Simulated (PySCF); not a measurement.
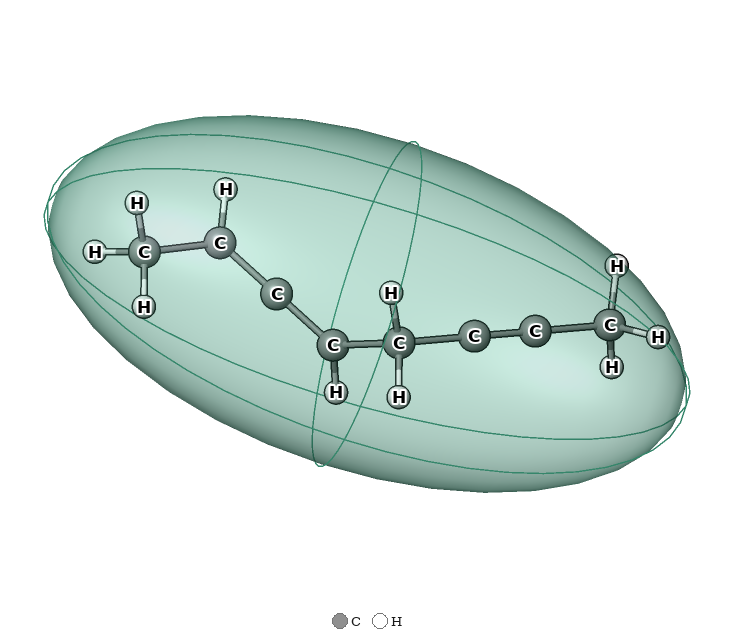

The ellipsoid shows the static dipole polarisability: its half-axes are proportional to the principal values. The computed structure is the end point of a GFN2-xTB optimisation. No frequency run is at hand to confirm it as a minimum. Level of theory: CAM-B3LYP/def2-SVPD (PySCF 2.14.0).

Question: How large and how anisotropic is the polarisability?

Answer: Principal values 70.3, 80.5, 153.4 bohr³; mean 101.4 bohr³ (15.02 Å³); anisotropy 78.5 bohr³, so the longest axis is 2.18 times the shortest.
